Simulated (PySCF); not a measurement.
# Single-point calculation, with input and output: Ta2S (part 1 of 2)

System: Ta2S.
Method: RHF/crenbl, casci (PySCF 2.14.0).

Figures and captions count atoms from 1; the log counts them from 0 in places.

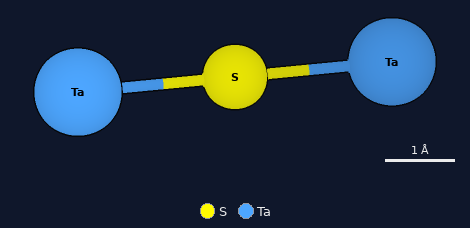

Fig. 1: The structure as given in the input (ball-and-stick view, seen at an oblique angle). Sticks mark near contacts.

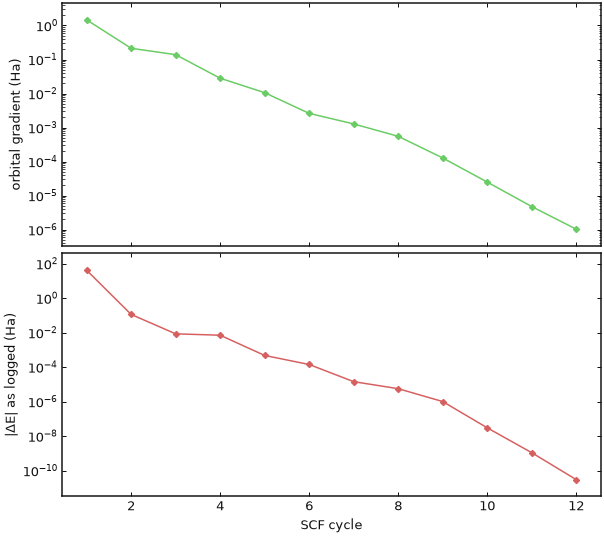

Fig. 2: Convergence of the self-consistent field: orbital gradient and size of the energy change against the SCF cycle. The residual falls at every step.

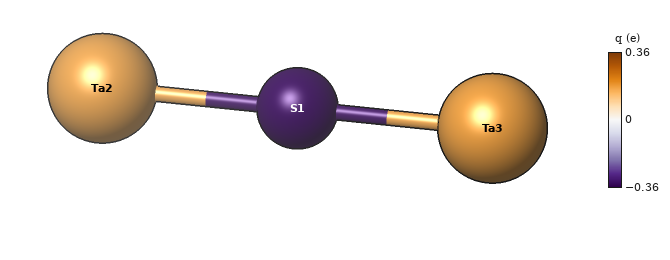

Fig. 3: meta-Löwdin charges, as the colour of each atom (ball-and-stick view, seen at a tilt; atoms are numbered from 1 in the order of the input). By element: S −0.34 and Ta +0.17 e.

The input and output of the run follow.

## The input
```python
from pyscf import gto, scf, mcscf

mol = gto.M(
    atom='S 0 0 0; Ta 0 0 2.3645; Ta 0 0 -2.3645',
    basis='crenbl',
    ecp={'S': 'crenbl', 'Ta': 'crenbl'},
    charge=0,
    spin=0,
    verbose=4,
)
mf = scf.RHF(mol)
mf.kernel()
mc = mcscf.CASCI(mf, 6, 6)
mc.kernel()
mc.analyze()
mf.dip_moment()
print('orbital energies (hartree):', mf.mo_energy[..., max(0, mol.nelec[1]-3):mol.nelec[0]+3].round(4))
```

Command:
```bash
OMP_NUM_THREADS=1 python input.py
```

## Log
```
PySCF version 2.14.0

[INPUT] verbose = 4
[INPUT] num. atoms = 3
[INPUT] num. electrons = 32
[INPUT] charge = 0
[INPUT] spin (= nelec alpha-beta = 2S) = 0
[INPUT] symmetry False subgroup None
[INPUT] Mole.unit = angstrom
[INPUT] Symbol           X                Y                Z      unit          X                Y                Z       unit  Magmom
[INPUT]  1 S      0.000000000000   0.000000000000   0.000000000000 AA    0.000000000000   0.000000000000   0.000000000000 Bohr   0.0
[INPUT]  2 Ta     0.000000000000   0.000000000000   2.364500000000 AA    0.000000000000   0.000000000000   4.468257421534 Bohr   0.0
[INPUT]  3 Ta     0.000000000000   0.000000000000  -2.364500000000 AA    0.000000000000   0.000000000000  -4.468257421534 Bohr   0.0

nuclear repulsion = 53.8241147076591
number of shells = 36
number of NR pGTOs = 96
number of NR cGTOs = 96
basis = crenbl
ecp = {'S': 'crenbl', 'Ta': 'crenbl'}

******** <class 'pyscf.scf.hf.RHF'> ********
method = RHF
initial guess = minao
damping factor = 0
level_shift factor = 0
DIIS = <class 'pyscf.scf.diis.CDIIS'>
diis_start_cycle = 1
diis_space = 8
diis_damp = 0
SCF conv_tol = 1e-09
SCF conv_tol_grad = None
SCF max_cycles = 50
direct_scf = True
direct_scf_tol = 1e-13
Set gradient conv threshold to 3.16228e-05
Initial guess from minao.
init E= -82.3436156018007
  HOMO = -0.298348755069848  LUMO = -0.282271443302631  gap/eV = 0.43749
cycle= 1 E= -123.753177892399  delta_E= -41.4  |g|= 1.47  |ddm|= 34.9
  HOMO = -0.160157219266905  LUMO = 0.0265560107848702  gap/eV = 5.08073
cycle= 2 E= -123.866315750538  delta_E= -0.113  |g|= 0.214  |ddm|= 1.78
  HOMO = -0.193490955888282  LUMO = -0.00191656656475237  gap/eV = 5.21300
cycle= 3 E= -123.874772121174  delta_E= -0.00846  |g|= 0.139  |ddm|= 0.511
  HOMO = -0.195989230490437  LUMO = 0.000216417327667229  gap/eV = 5.33903
cycle= 4 E= -123.881804324346  delta_E= -0.00703  |g|= 0.0282  |ddm|= 0.227
  HOMO = -0.19361358736513  LUMO = 0.00373634187029553  gap/eV = 5.37017
cycle= 5 E= -123.882275020191  delta_E= -0.000471  |g|= 0.0106  |ddm|= 0.0613
  HOMO = -0.195647837201932  LUMO = 0.00324417452899846  gap/eV = 5.41213
cycle= 6 E= -123.882416196518  delta_E= -0.000141  |g|= 0.00261  |ddm|= 0.0428
  HOMO = -0.195847956826101  LUMO = 0.00328246127925787  gap/eV = 5.41861
cycle= 7 E= -123.882430444983  delta_E= -1.42e-05  |g|= 0.00128  |ddm|= 0.0212
  HOMO = -0.196127048265715  LUMO = 0.00319105042896266  gap/eV = 5.42372
cycle= 8 E= -123.882436012241  delta_E= -5.57e-06  |g|= 0.000554  |ddm|= 0.0171
  HOMO = -0.196333401624082  LUMO = 0.00305161509476768  gap/eV = 5.42554
cycle= 9 E= -123.882437016241  delta_E= -1e-06  |g|= 0.000128  |ddm|= 0.00896
  HOMO = -0.196359495129278  LUMO = 0.00303182727923818  gap/eV = 5.42571
cycle= 10 E= -123.882437046094  delta_E= -2.99e-08  |g|= 2.5e-05  |ddm|= 0.00139
  HOMO = -0.196364617421164  LUMO = 0.0030256415025864  gap/eV = 5.42569
cycle= 11 E= -123.882437047178  delta_E= -1.08e-09  |g|= 4.77e-06  |ddm|= 0.000243
  HOMO = -0.196365031595667  LUMO = 0.00302479738470498  gap/eV = 5.42567
cycle= 12 E= -123.882437047208  delta_E= -2.96e-11  |g|= 1.03e-06  |ddm|= 3.89e-05
  HOMO = -0.196365100512514  LUMO = 0.00302463522498598  gap/eV = 5.42567
Extra cycle  E= -123.882437047209  delta_E= -9.09e-13  |g|= 6.96e-07  |ddm|= 5.2e-06
converged SCF energy = -123.882437047209

******** <class 'pyscf.mcscf.casci.CASCI'> ********
CAS (3e+3e, 6o), ncore = 13, nvir = 77
natorb = False
canonicalization = True
sorting_mo_energy = False
******** <class 'pyscf.fci.direct_spin1.FCISolver'> ********
max. cycles = 200
conv_tol = 1e-08
davidson only = False
linear dependence = 1e-12
level shift = 0.001
max iter space = 12
nroots = 1
pspace_size = 400
spin = None
Density matrix diagonal elements [1.98811648 1.52396251 1.52396251 0.47609029 0.47609029 0.01177792]
CASCI converged
CASCI E = -124.026705451136  E(CI) = -4.82458016114256  S^2 = 0.0000000
Natural occ [1.98811648 1.52396251 1.52396251 0.47609029 0.47609029 0.01177792]
Natural orbital (expansion on meta-Lowdin AOs) in CAS space

WARN: Weak orthogonality for localized orbitals 1.2765858227731634e-09

               #1        #2        #3        #4        #5
0 S 3s           0.00000  -0.00000   0.00000  -0.00000   0.00000
0 S 4s          -0.00000   0.00000  -0.00000   0.00000  -0.00000
0 S 5s           0.00000  -0.00000   0.00000  -0.00000   0.00000
0 S 6s          -0.00000  -0.00000   0.00000  -0.00000   0.00000
0 S 3px          0.00000  -0.00000   0.00000   0.07741   0.06079
0 S 3py         -0.05272  -0.00000  -0.00000   0.00000   0.00000
0 S 3pz          0.00000   0.00000   0.00000   0.22734  -0.28951
0 S 4px         -0.00000   0.00000  -0.00000  -0.35039  -0.27515
0 S 4py         -0.28664  -0.00000  -0.00000   0.00000   0.00000
0 S 4pz          0.00000   0.00000   0.00000   0.06078  -0.07740
0 S 5px          0.00000   0.00000  -0.00000   0.05415   0.04252
0 S 5py         -0.00516   0.00000   0.00000  -0.00000   0.00000
0 S 5pz         -0.00000  -0.00000  -0.00000  -0.03521   0.04484
0 S 6px          0.00000   0.00000  -0.00000   0.00877   0.00689
0 S 6py         -0.03079   0.00000  -0.00000  -0.00000   0.00000
0 S 6pz          0.00000   0.00000   0.00000   0.00076  -0.00096
1 Ta 5s          0.01259  -0.00000   0.00000  -0.00000  -0.00000
1 Ta 6s          0.59650  -0.00000   0.00000  -0.00000  -0.00000
1 Ta 7s         -0.01100   0.00000  -0.00000  -0.00000   0.00000
1 Ta 8s         -0.02875   0.00000  -0.00000  -0.00000   0.00000
1 Ta 9s          0.03859  -0.00000   0.00000   0.00000  -0.00000
1 Ta 5px        -0.00000   0.00106   0.00209  -0.00157   0.00200
1 Ta 5py         0.00000   0.00209  -0.00106   0.00200   0.00157
1 Ta 5pz        -0.00154  -0.00000   0.00000   0.00000  -0.00000
1 Ta 6px        -0.00000   0.00058   0.00114   0.01248  -0.01589
1 Ta 6py         0.00000   0.00012  -0.00006  -0.01830  -0.01437
1 Ta 6pz        -0.01404   0.00000  -0.00000   0.00000   0.00000
1 Ta 7px         0.00000  -0.00041  -0.00081   0.01268  -0.01615
1 Ta 7py        -0.00000   0.00003  -0.00002  -0.00791  -0.00621
1 Ta 7pz        -0.02570   0.00000  -0.00000   0.00000   0.00000
1 Ta 8px        -0.00000   0.01511   0.02982   0.10523  -0.13400
1 Ta 8py        -0.00000   0.02688  -0.01362  -0.16748  -0.13152
1 Ta 8pz        -0.10269   0.00000  -0.00000   0.00000   0.00000
1 Ta 9px         0.00000   0.00051   0.00100  -0.00773   0.00984
1 Ta 9py        -0.00000   0.00262  -0.00133   0.02118   0.01663
1 Ta 9pz        -0.00234  -0.00000   0.00000  -0.00000  -0.00000
1 Ta 5dxy        0.10501   0.00000  -0.00000  -0.00000   0.00000
1 Ta 5dyz       -0.00000   0.11825   0.23340  -0.13390   0.17051
1 Ta 5dz^2       0.00000   0.00000   0.00000  -0.00000   0.00000
1 Ta 5dxz        0.00000  -0.00000   0.00000  -0.00000  -0.00000
1 Ta 5dx2-y2     0.00000   0.28742  -0.14561   0.21520   0.16899
1 Ta 6dxy       -0.01961  -0.00000   0.00000   0.00000   0.00000
1 Ta 6dyz       -0.00000   0.03170   0.06257  -0.04401   0.05605
1 Ta 6dz^2      -0.00000   0.00000   0.00000  -0.00000   0.00000
1 Ta 6dxz        0.00000  -0.00000   0.00000  -0.00000  -0.00000
1 Ta 6dx2-y2    -0.00000  -0.50747   0.25709  -0.37689  -0.29596
1 Ta 7dxy       -0.27441  -0.00000   0.00000   0.00000  -0.00000
1 Ta 7dyz       -0.00000   0.28806   0.56861  -0.35588   0.45319
1 Ta 7dz^2      -0.00000  -0.00000  -0.00000   0.00000  -0.00000
1 Ta 7dxz        0.00000  -0.00000   0.00000  -0.00000  -0.00000
1 Ta 7dx2-y2    -0.00000  -0.18862   0.09556  -0.08591  -0.06747
1 Ta 8dxy       -0.02271  -0.00000  -0.00000   0.00000  -0.00000
1 Ta 8dyz        0.00000   0.06262   0.12361  -0.06665   0.08487
1 Ta 8dz^2      -0.00000   0.00000   0.00000   0.00000  -0.00000
1 Ta 8dxz       -0.00000   0.00000  -0.00000   0.00000   0.00000
1 Ta 8dx2-y2     0.00000   0.14639  -0.07416   0.13694   0.10753
2 Ta 5s         -0.01259  -0.00000   0.00000  -0.00000   0.00000
2 Ta 6s         -0.59649  -0.00000   0.00000   0.00000   0.00000
2 Ta 7s          0.01100  -0.00000   0.00000  -0.00000   0.00000
2 Ta 8s          0.02875  -0.00000   0.00000  -0.00000   0.00000
2 Ta 9s         -0.03859   0.00000  -0.00000   0.00000  -0.00000
2 Ta 5px         0.00000  -0.00106  -0.00209  -0.00157   0.00200
2 Ta 5py         0.00000  -0.00209   0.00106   0.00200   0.00157
2 Ta 5pz        -0.00154   0.00000  -0.00000   0.00000   0.00000
2 Ta 6px         0.00000  -0.00058  -0.00114   0.01248  -0.01589
2 Ta 6py         0.00000  -0.00012   0.00006  -0.01830  -0.01437
2 Ta 6pz        -0.01404  -0.00000   0.00000   0.00000   0.00000
2 Ta 7px         0.00000   0.00041   0.00081   0.01268  -0.01615
2 Ta 7py        -0.00000  -0.00003   0.00002  -0.00791  -0.00621
2 Ta 7pz        -0.02570  -0.00000   0.00000   0.00000   0.00000
2 Ta 8px         0.00000  -0.01511  -0.02982   0.10523  -0.13400
2 Ta 8py        -0.00000  -0.02688   0.01362  -0.16748  -0.13152
2 Ta 8pz        -0.10269  -0.00000  -0.00000   0.00000   0.00000
2 Ta 9px        -0.00000  -0.00051  -0.00100  -0.00773   0.00984
2 Ta 9py        -0.00000  -0.00262   0.00133   0.02118   0.01663
2 Ta 9pz        -0.00234   0.00000  -0.00000   0.00000  -0.00000
2 Ta 5dxy       -0.10501   0.00000  -0.00000   0.00000  -0.00000
2 Ta 5dyz       -0.00000   0.11825   0.23340   0.13390  -0.17051
2 Ta 5dz^2       0.00000   0.00000   0.00000  -0.00000  -0.00000
2 Ta 5dxz       -0.00000  -0.00000  -0.00000  -0.00000   0.00000
2 Ta 5dx2-y2     0.00000  -0.28742   0.14561   0.21520   0.16899
2 Ta 6dxy       -0.01961  -0.00000   0.00000   0.00000   0.00000
2 Ta 6dyz        0.00000   0.03170   0.06257   0.04401  -0.05605
2 Ta 6dz^2      -0.00000   0.00000   0.00000   0.00000   0.00000
2 Ta 6dxz        0.00000   0.00000   0.00000   0.00000  -0.00000
2 Ta 6dx2-y2     0.00000  -0.50747   0.25709   0.37689   0.29596
2 Ta 7dxy       -0.27441   0.00000  -0.00000   0.00000  -0.00000
2 Ta 7dyz       -0.00000   0.28806   0.56861   0.35588  -0.45319
2 Ta 7dz^2      -0.00000  -0.00000  -0.00000   0.00000   0.00000
2 Ta 7dxz        0.00000   0.00000   0.00000   0.00000  -0.00000
2 Ta 7dx2-y2     0.00000  -0.18862   0.09556   0.08591   0.06747
2 Ta 8dxy       -0.02271  -0.00000   0.00000   0.00000   0.00000
2 Ta 8dyz       -0.00000   0.06262   0.12361   0.06665  -0.08487
2 Ta 8dz^2      -0.00000   0.00000   0.00000   0.00000   0.00000
2 Ta 8dxz       -0.00000  -0.00000  -0.00000   0.00000   0.00000
2 Ta 8dx2-y2     0.00000  -0.14639   0.07416   0.13694   0.10753
               #6
0 S 3s          -0.00000
0 S 4s          -0.00000
0 S 5s          -0.00000
0 S 6s          -0.00000
0 S 3px          0.00000
0 S 3py          0.00000
0 S 3pz          0.00000
0 S 4px         -0.00000
0 S 4py          0.00000
0 S 4pz          0.00000
0 S 5px          0.00000
0 S 5py          0.00000
0 S 5pz         -0.00000
0 S 6px          0.00000
0 S 6py          0.00000
0 S 6pz          0.00000
1 Ta 5s         -0.00000
1 Ta 6s         -0.00000
1 Ta 7s         -0.00000
1 Ta 8s         -0.00000
1 Ta 9s          0.00000
1 Ta 5px         0.00000
1 Ta 5py        -0.00000
1 Ta 5pz         0.00000
1 Ta 6px        -0.00000
1 Ta 6py        -0.00000
1 Ta 6pz         0.00000
1 Ta 7px         0.00000
1 Ta 7py        -0.00000
1 Ta 7pz         0.00000
1 Ta 8px         0.00000
1 Ta 8py        -0.00000
1 Ta 8pz         0.00000
1 Ta 9px         0.00000
1 Ta 9py         0.00000
1 Ta 9pz        -0.00000
1 Ta 5dxy        0.00000
1 Ta 5dyz        0.00000
1 Ta 5dz^2       0.19383
1 Ta 5dxz       -0.06776
1 Ta 5dx2-y2    -0.00000
1 Ta 6dxy       -0.00000
1 Ta 6dyz       -0.00000
1 Ta 6dz^2      -0.16679
1 Ta 6dxz       -0.15915
1 Ta 6dx2-y2     0.00000
1 Ta 7dxy       -0.00000
1 Ta 7dyz        0.00000
1 Ta 7dz^2      -0.56987
1 Ta 7dxz       -0.06839
1 Ta 7dx2-y2     0.00000
1 Ta 8dxy       -0.00000
1 Ta 8dyz       -0.00000
1 Ta 8dz^2      -0.27403
1 Ta 8dxz       -0.01256
1 Ta 8dx2-y2    -0.00000
2 Ta 5s          0.00000
2 Ta 6s          0.00000
2 Ta 7s          0.00000
2 Ta 8s          0.00000
2 Ta 9s         -0.00000
2 Ta 5px        -0.00000
2 Ta 5py        -0.00000
2 Ta 5pz         0.00000
2 Ta 6px         0.00000
2 Ta 6py        -0.00000
2 Ta 6pz         0.00000
2 Ta 7px        -0.00000
2 Ta 7py        -0.00000
2 Ta 7pz         0.00000
2 Ta 8px         0.00000
2 Ta 8py        -0.00000
2 Ta 8pz         0.00000
2 Ta 9px        -0.00000
2 Ta 9py         0.00000
2 Ta 9pz        -0.00000
2 Ta 5dxy       -0.00000
2 Ta 5dyz        0.00000
2 Ta 5dz^2       0.19384
2 Ta 5dxz        0.06776
2 Ta 5dx2-y2     0.00000
2 Ta 6dxy       -0.00000
2 Ta 6dyz       -0.00000
2 Ta 6dz^2      -0.16679
2 Ta 6dxz       -0.15916
2 Ta 6dx2-y2     0.00000
2 Ta 7dxy       -0.00000
2 Ta 7dyz        0.00000
2 Ta 7dz^2      -0.56988
2 Ta 7dxz       -0.06839
2 Ta 7dx2-y2     0.00000
2 Ta 8dxy       -0.00000
2 Ta 8dyz       -0.00000
2 Ta 8dz^2      -0.27403
2 Ta 8dxz       -0.01256
2 Ta 8dx2-y2     0.00000
<mo_coeff-mcscf|mo_coeff-hf>  1      1        0.99999801
<mo_coeff-mcscf|mo_coeff-hf>  2      2        0.99999784
<mo_coeff-mcscf|mo_coeff-hf>  3      3        0.99999534
<mo_coeff-mcscf|mo_coeff-hf>  4      4        0.99998930
<mo_coeff-mcscf|mo_coeff-hf>  5      5        0.99999986
<mo_coeff-mcscf|mo_coeff-hf>  6      6        0.99999986
<mo_coeff-mcscf|mo_coeff-hf>  7      8        0.99918191
<mo_coeff-mcscf|mo_coeff-hf>  8      7        0.99918191
<mo_coeff-mcscf|mo_coeff-hf>  9      9        0.99998486
<mo_coeff-mcscf|mo_coeff-hf>  10     10       0.99999567
<mo_coeff-mcscf|mo_coeff-hf>  11     12       0.98071206
<mo_coeff-mcscf|mo_coeff-hf>  12     11       0.98071206
<mo_coeff-mcscf|mo_coeff-hf>  13     13       0.99999486
<mo_coeff-mcscf|mo_coeff-hf>  14     14       1.00000000
<mo_coeff-mcscf|mo_coeff-hf>  15     15       1.00000000
<mo_coeff-mcscf|mo_coeff-hf>  16     16       1.00000000
<mo_coeff-mcscf|mo_coeff-hf>  17     17       1.00000000
<mo_coeff-mcscf|mo_coeff-hf>  18     18       1.00000000
<mo_coeff-mcscf|mo_coeff-hf>  19     19       1.00000000
<mo_coeff-mcscf|mo_coeff-hf>  20     20       0.99946267
<mo_coeff-mcscf|mo_coeff-hf>  21     21       0.77961228
<mo_coeff-mcscf|mo_coeff-hf>  21     22      -0.62563390
<mo_coeff-mcscf|mo_coeff-hf>  22     21       0.62564929
<mo_coeff-mcscf|mo_coeff-hf>  22     22       0.77963146
<mo_coeff-mcscf|mo_coeff-hf>  23     23       0.99951648
<mo_coeff-mcscf|mo_coeff-hf>  24     24       0.99976668
<mo_coeff-mcscf|mo_coeff-hf>  25     25       0.96280415
<mo_coeff-mcscf|mo_coeff-hf>  26     26       0.96280415
<mo_coeff-mcscf|mo_coeff-hf>  27     27       0.96154536
<mo_coeff-mcscf|mo_coeff-hf>  28     28       0.96154536
<mo_coeff-mcscf|mo_coeff-hf>  29     30       0.98840964
<mo_coeff-mcscf|mo_coeff-hf>  30     29       0.98789269
<mo_coeff-mcscf|mo_coeff-hf>  31     31       0.99948030
<mo_coeff-mcscf|mo_coeff-hf>  32     32       0.99975173
<mo_coeff-mcscf|mo_coeff-hf>  33     33      -0.68508943
<mo_coeff-mcscf|mo_coeff-hf>  33     34       0.72790598
```
